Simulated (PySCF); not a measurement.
# C₅H₆F₂O: spin-spin couplings

Wanted: the spin-spin couplings of C₅H₆F₂O (`C=CC[C@H](F)C(=O)F`), by calculation.

Computed with PySCF 2.14.0, with density-fitted response routines of our own, on a single molecule in the gas phase. Atoms count from 0, in the outputs and in this text.

## (1) The starting structure

14 atoms, charge 0, multiplicity 1; geometry from: GFN2-xTB.

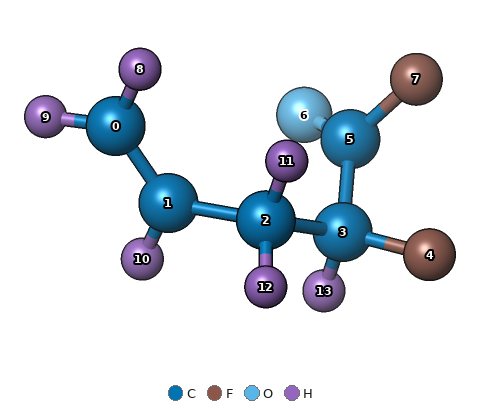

The starting geometry (carbon blue, fluorine brown, oxygen blue, hydrogen purple), atoms numbered.

## (2) J couplings: B3LYP/pcJ-1

Job settings and geometry (Å):

```
{"job": {"kind": "j", "xc": "B3LYP", "basis": "pcJ-1"}, "charge": 0, "multiplicity": 1}
C      1.990180     0.801129    -0.217526
C      1.248054    -0.271319    -0.021405
C     -0.019451    -0.561957    -0.762818
C     -1.211187    -0.698235     0.201968
F     -2.333279    -1.060311    -0.500545
C     -1.431992     0.621890     0.902333
O     -0.917202     1.010675     1.889587
F     -2.286926     1.411880     0.220197
H      1.723991     1.554886    -0.939970
H      2.898705     0.968070     0.333023
H      1.535946    -1.013279     0.710877
H     -0.237036     0.225830    -1.486957
H      0.066829    -1.510085    -1.301364
H     -1.027311    -1.479647     0.950433
```

Method: B3LYP/pcJ-1 indirect spin-spin coupling, non-relativistic, gas phase.

Started as:

```
OMP_NUM_THREADS=1 python probes_run.py task.json out
```

One launch serves the whole session: the jobs run in the order shown.

The program printed:

```text
coarse grid: 12408 points
cycle   1  E = -468.7509988764  dE =  1.137e+00  |g| = 1.092e+00  |ddm| = 3.103e+00
cycle   2  E = -468.0850068169  dE =  6.660e-01  |g| = 2.219e+00  |ddm| = 1.831e+00
cycle   3  E = -468.9437925219  dE = -8.588e-01  |g| = 3.306e-01  |ddm| = 1.325e+00
cycle   4  E = -468.9609310823  dE = -1.714e-02  |g| = 1.294e-01  |ddm| = 2.635e-01
cycle   5  E = -468.9631585914  dE = -2.228e-03  |g| = 3.351e-02  |ddm| = 7.226e-02
cycle   6  E = -468.9633933088  dE = -2.347e-04  |g| = 8.302e-03  |ddm| = 2.716e-02
cycle   7  E = -468.9634051595  dE = -1.185e-05  |g| = 3.399e-03  |ddm| = 7.093e-03
cycle   8  E = -468.9634077145  dE = -2.555e-06  |g| = 8.941e-04  |ddm| = 2.646e-03
final grid: 122688 points
cycle   9  E = -469.0436307596  dE = -1.942e-04  |g| = 8.649e-03  |ddm| = 2.052e-02
cycle  10  E = -469.0436119456  dE =  1.881e-05  |g| = 1.349e-02  |ddm| = 1.284e-02
cycle  11  E = -469.0436433876  dE = -3.144e-05  |g| = 2.086e-03  |ddm| = 8.041e-03
cycle  12  E = -469.0436440140  dE = -6.264e-07  |g| = 1.052e-03  |ddm| = 1.703e-03
cycle  13  E = -469.0436441868  dE = -1.728e-07  |g| = 3.275e-04  |ddm| = 7.007e-04
cycle  14  E = -469.0436442059  dE = -1.906e-08  |g| = 2.385e-05  |ddm| = 2.085e-04
cycle  15  E = -469.0436442059  dE = -7.446e-11  |g| = 1.413e-05  |ddm| = 2.704e-05
converged SCF energy = -469.0436442059

Indirect spin-spin couplings (Hz)
  i      j    bonds     total        FC       PSO       DSO        SD
  0 C    1 C    1     79.506    89.360   -10.014     0.159         -
  0 C    2 C    2      1.070     1.424    -0.328    -0.026         -
  0 C    3 C    3      4.623     4.515     0.132    -0.024         -
  0 C    4 F    4      1.256     1.187     0.735    -0.249    -0.418
  0 C    5 C    4     -0.164    -0.167    -0.023     0.027         -
  0 C    6 O    5     -0.327    -0.299    -0.018    -0.010         -
  0 C    8 H    1    162.369   161.404     0.336     0.629         -
  0 C    9 H    1    165.541   164.603     0.360     0.578         -
  0 C   10 H    2      0.876     2.651    -1.258    -0.517         -
  0 C   11 H    3      6.937     7.284    -0.427     0.080         -
  0 C   12 H    3      6.481     6.603     0.242    -0.365         -
  0 C   13 H    4     -0.246    -0.248     0.234    -0.232         -
  1 C    2 C    1     42.107    43.234    -1.369     0.242         -
  1 C    3 C    2      0.935     0.999    -0.149     0.085         -
  1 C    4 F    3     10.844    11.869    -1.125    -0.247     0.347
  1 C    5 C    3      0.035     0.020    -0.072     0.088         -
  1 C    6 O    4     -0.217    -0.230     0.037    -0.024         -
  1 C    7 F    4     -0.228    -0.204     0.190    -0.126    -0.089
  1 C    8 H    2     -1.812     0.103    -1.434    -0.481         -
  1 C    9 H    2     -0.428     1.401    -1.324    -0.505         -
  1 C   10 H    1    161.671   160.568     0.201     0.902         -
  1 C   11 H    2     -4.163    -3.866    -0.235    -0.062         -
  1 C   12 H    2     -8.107    -8.090     0.040    -0.057         -
  1 C   13 H    3      1.852     1.839    -0.169     0.182         -
  2 C    3 C    1     34.042    34.718    -0.985     0.309         -
  2 C    4 F    2     20.929    21.044    -1.251     0.051     1.084
  2 C    5 C    2     -0.224    -0.146    -0.191     0.113         -
  2 C    6 O    3     -0.506    -0.518    -0.005     0.016         -
  2 C    7 F    3     -4.008    -3.626     0.191    -0.024    -0.548
  2 C    8 H    3      8.569     8.696    -0.197     0.070         -
  2 C    9 H    3     13.091    13.170     0.359    -0.438         -
  2 C   10 H    2      4.988     5.125     0.010    -0.147         -
  2 C   11 H    1    139.697   138.137     0.508     1.052         -
  2 C   12 H    1    141.260   139.634     0.640     0.986         -
  2 C   13 H    2     -2.536    -2.477    -0.065     0.005         -
  3 C    4 F    1   -251.497  -294.766    20.976     0.960    21.332
  3 C    5 C    1     75.673    76.906    -1.655     0.422         -
  3 C    6 O    2     -1.500    -2.249     0.734     0.014         -
  3 C    7 F    2     53.678    56.851    -3.893     0.091     0.629
  3 C    8 H    4     -1.808    -1.812     0.075    -0.070         -
  3 C    9 H    4     -1.320    -1.338     0.221    -0.203         -
  3 C   10 H    3      2.600     2.545    -0.157     0.212         -
  3 C   11 H    2     -5.625    -5.540    -0.237     0.151         -
  3 C   12 H    2     -8.927    -8.852    -0.221     0.146         -
  3 C   13 H    1    167.640   167.036    -0.771     1.374         -
  4 F    5 C    2     25.758    28.820    -3.981     0.226     0.693
  4 F    6 O    3      4.639     1.199     2.963     0.236     0.240
  4 F    7 F    3    -29.936    -8.368   -25.595     0.367     3.660
  4 F    8 H    5      0.468     0.492     0.833    -0.657    -0.200
  4 F    9 H    5      2.749     2.574     1.159    -1.068     0.085
  4 F   10 H    4     -1.273    -1.215     0.819    -0.964     0.086
  4 F   11 H    3      5.970     5.154     1.117     0.098    -0.400
  4 F   12 H    3      8.826     7.938     1.161     0.204    -0.476
  4 F   13 H    2     55.419    50.960     8.906    -0.756    -3.691
  5 C    6 O    1     25.747    13.057    12.806    -0.115         -
  5 C    7 F    1   -442.507  -393.956   -50.081     1.140     0.391
  5 C   10 H    4     -0.177    -0.117    -0.119     0.059         -
  5 C   11 H    3      3.836     3.719    -0.240     0.357         -
  5 C   12 H    3     10.314    10.247     0.334    -0.267         -
  5 C   13 H    2      1.901     1.975    -0.366     0.292         -
  6 O    7 F    2     68.787    -8.864    81.231     0.222    -3.801
  6 O   13 H    3     -0.315    -0.474     0.144     0.015         -
  7 F    8 H    6      0.455     0.160     0.146     0.138     0.011
  7 F    9 H    6      0.153     0.051     0.873    -0.765    -0.007
  7 F   10 H    5      0.653     0.667     1.164    -1.112    -0.065
  7 F   11 H    4      0.198    -0.135    -0.454     0.853    -0.066
  7 F   12 H    4      3.510     3.301     1.555    -1.242    -0.104
  7 F   13 H    3     11.382    10.640     2.172    -1.864     0.435
  8 H    9 H    2     -0.139    -0.376     3.722    -3.485         -
  8 H   10 H    3     17.624    18.153     2.704    -3.234         -
  8 H   11 H    4     -0.526    -0.565    -1.808     1.846         -
  8 H   12 H    4     -2.907    -2.791     0.944    -1.060         -
  9 H   10 H    3     11.577    12.020     0.148    -0.591         -
  9 H   11 H    4     -0.276    -0.123     1.393    -1.547         -
  9 H   12 H    4     -2.670    -2.560     1.468    -1.578         -
 10 H   11 H    3     11.899    11.986     2.587    -2.675         -
 10 H   12 H    3      4.186     4.211     0.371    -0.396         -
 11 H   12 H    2    -13.255   -13.455     1.976    -1.776         -
 11 H   13 H    3     12.873    12.949     2.474    -2.549         -
 12 H   13 H    3      5.650     5.649     0.040    -0.039         -
```

Wall time 80 s (1 thread of Intel Xeon Platinum 8259CL at 2.50GHz, shared host); peak memory 1.1 GiB.

A choice of the couplings up to four bonds, sorted by the number of bonds; isotopes 13C, 19F, 1H, 17O:

```
   pair  bonds  J (Hz)  Fermi contact (Hz)  dihedral (°)
  C5–F7      1  -442.5              -394.0             –
  C3–F4      1  -251.5              -294.8             –
 C3–H13      1   167.6               167.0             –
  C0–H9      1   165.5               164.6             –
  C0–H8      1   162.4               161.4             –
 C1–H10      1   161.7               160.6             –
 C2–H12      1   141.3               139.6             –
 C2–H11      1   139.7               138.1             –
  C0–C1      1    79.5                89.4             –
  O6–F7      2    68.8                -8.9             –
 F4–H13      2    55.4                51.0             –
  C3–F7      2    53.7                56.9             –
  F4–C5      2    25.8                28.8             –
  C2–F4      2    20.9                21.0             –
H11–H12      2   -13.3               -13.5             –
 C3–H12      2    -8.9                -8.9             –
 C1–H12      2    -8.1                -8.1             –
 C3–H11      2    -5.6                -5.5             –
  F4–F7      3   -29.9                -8.4           -30
 H8–H10      3    17.6                18.2          -180
  C2–H9      3    13.1                13.2          -180
H11–H13      3    12.9                12.9          -180
H10–H11      3    11.9                12.0          -180
 H9–H10      3    11.6                12.0             0
 F7–H13      3    11.4                10.6          -148
  C1–F4      3    10.8                11.9          -176
 C5–H12      3    10.3                10.2          -176
 F7–H12      4     3.5                 3.3             –
 H8–H12      4    -2.9                -2.8             –
 H9–H12      4    -2.7                -2.6             –
  C3–H8      4    -1.8                -1.8             –
  C3–H9      4    -1.3                -1.3             –
 F4–H10      4    -1.3                -1.2             –
  C0–F4      4     1.3                 1.2             –
```

The spin-dipole term was solved for some atoms only; pairs without it lack that part.

The response was solved for the nuclei of C, F, H alone, so couplings that need other nuclei can be missing.

Quadrupole couplings from the field gradients of the same density:

```
atom  isotope  eQq/h (MHz)     η
  O6      17O        9.539  0.47
```

## (3) Outcome

| quantity | value |
| --- | --- |
| largest coupling of the table (B3LYP/pcJ-1) | 1J(C,F) C5–F7, -442.5 Hz |

In words: In the run at B3LYP/pcJ-1, the largest coupling of the table is C5–F7, -442.5 Hz, of which the Fermi-contact term gives -394.0 Hz. Couplings across rotatable bonds belong to this one conformer; where others are populated, the observed values are averages. Density functionals describe couplings to fluorine poorly, F–F couplings above all, so those rows are rough.
